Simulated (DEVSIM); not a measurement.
Structure: illuminated Si p-on-n cell, one wavelength, at 400 K.

```tsv
layer (left to right)	material	thickness (μm)	Nd (cm⁻³)	Na (cm⁻³)	τn (s)	τp (s)	absorption coefficient (cm⁻¹)
1	Si	0.640	-	2e18	1.1e-6	3.6e-6	14000
2	Si	47.0	3.7e16	-	4.7e-6	4.7e-6	14000
```

Left contact: ohmic, minority electron recombination velocity 8000 cm/s. Right contact: ohmic, minority hole recombination velocity 300 cm/s. Voltage is applied to the left contact. Recombination: SRH at mid-gap, radiative, Auger. Light enters at the left, 1e18 photons cm⁻² s⁻¹, one pass, no reflection. Mobility is μmin + (μ − μmin)/(1 + (N/Nref)^α).

Constants are typed, rounded textbook-type inputs, not results; the design itself was drawn at random and stands for no fabricated device. Values at 300 K; Nc and Nv go as T^1.5, mobilities as T to minus their exponent, the gap by Varshni's rule with the affinity fixed.

```csv
parameter,Si
gap (eV),1.124
affinity (eV),4.05
permittivity,11.7
Nc (cm⁻³),2.86e19
Nv (cm⁻³),3.1e19
μn (cm²/Vs),1417
μp (cm²/Vs),470
"μn,min",52
"μp,min",45
"Nref,n",9.7e16
"Nref,p",2.2e17
αn,0.68
αp,0.72
T exponent of μn,2.3
T exponent of μp,2.2
B (cm³/s),4.7e-15
Cn (cm⁶/s),2.8e-31
Cp (cm⁶/s),9.9e-32
Varshni α (eV/K),0.000473
Varshni β (K),636
```

Model (solved in DEVSIM): 1D drift-diffusion, Boltzmann statistics, complete ionisation; no tunnelling, impact ionisation, image-force lowering or self-heating.

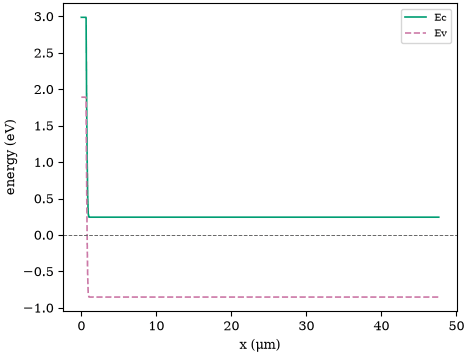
*Band edges at -2.0 V on the left contact, in the dark*

Energies count from the Fermi level of the right contact; mesh points crowd at the junctions.

```
x (μm)   Ec (eV)  Ev (eV)  n (cm⁻³)  p (cm⁻³)  field (V/cm)
-------  -------  -------  --------  --------  ------------
0.000      2.987    1.891   1700000    2.0e18           ≈ 0
0.03142    2.987    1.891   1600000    2.0e18           ≈ 0
0.09606    2.987    1.891   1400000    2.0e18           ≈ 0
0.2434     2.987    1.891   1000000    2.0e18           ≈ 0
0.5092     2.987    1.891    330000    2.0e18           ≈ 0
0.5923     2.987    1.891    110000    2.0e18           ≈ 0
0.6326     2.973    1.877     10000    1.3e18        -39000
0.6725     2.364    1.268     14000    2.8e10       -150000
0.7439     1.408    0.312     98000    320000       -110000
0.9171     0.294   -0.802    8.6e15    180000        -17000
1.325      0.244   -0.852    3.7e16   4500000           ≈ 0
2.748      0.244   -0.852    3.7e16     2.1e7           ≈ 0
5.636      0.244   -0.852    3.7e16     5.3e7           ≈ 0
12.44      0.244   -0.852    3.7e16     1.2e8           ≈ 0
32.02      0.244   -0.852    3.7e16     2.6e8           ≈ 0
41.02      0.244   -0.852    3.7e16     3.0e8           ≈ 0
44.84      0.244   -0.852    3.7e16     3.1e8           ≈ 0
46.42      0.244   -0.852    3.7e16     3.1e8           ≈ 0
47.27      0.244   -0.852    3.7e16     3.1e8           ≈ 0
47.49      0.244   -0.852    3.7e16     3.1e8           ≈ 0
47.59      0.244   -0.852    3.7e16     3.2e8           ≈ 0
47.64      0.244   -0.852    3.7e16     3.2e8           ≈ 0
```
